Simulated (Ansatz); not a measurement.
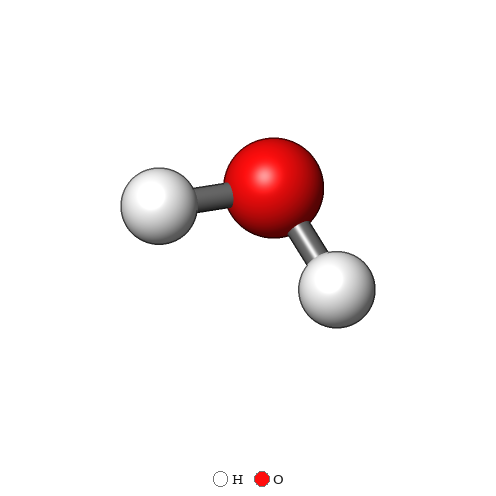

Rendered structure (ball-and-stick style). Every bond is drawn as one stick, whatever its order.

The computed structure is the end point of a PBE0-D4/def2-TZVP optimisation.

**Which formula does it have?**

H2O, 3 atoms: 2 hydrogen and 1 oxygen.

**Give the symmetry (Schoenflies symbol).**

C2v.

**How many bonds of each kind are drawn?**

2 O–H. Sticks follow a distance rule.

The parts below concern this one geometry. Atoms keep their numbers from picture to picture.

Electronic properties

Method: RKS PBE0-D4/def2-TZVP (Ansatz 0.2.0).

**What is the harmonic zero-point energy?**

56.4 kJ/mol.

**Give the dipole moment at this level.**

2.07 D.

Vibrations

Harmonic vibrations computed with RKS PBE0-D4/def2-TZVP (Ansatz 0.2.0) at a stationary point of the same level.

**How many vibrational modes are there, and where do they lie?**

3 modes: 1623, 3852, 3959 cm⁻¹.

Charges

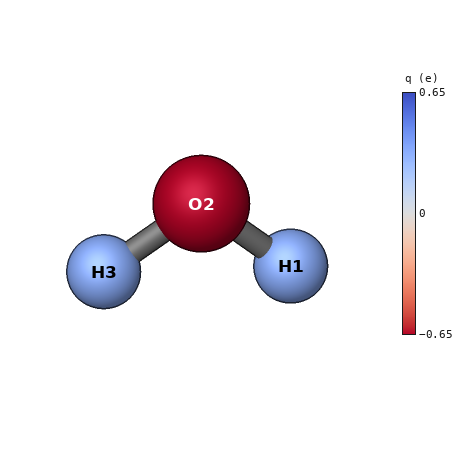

Atoms are coloured by their Mulliken charges. Level of theory: RKS PBE0-D4/def2-TZVP (Ansatz 0.2.0).

List the Mulliken charges.

| atom | value (e) |
| --- | --- |
| H1 | 0.32 |
| O2 | −0.65 |
| H3 | 0.32 |

Mulliken values depend strongly on the basis set and can even reverse the polarity of a bond.
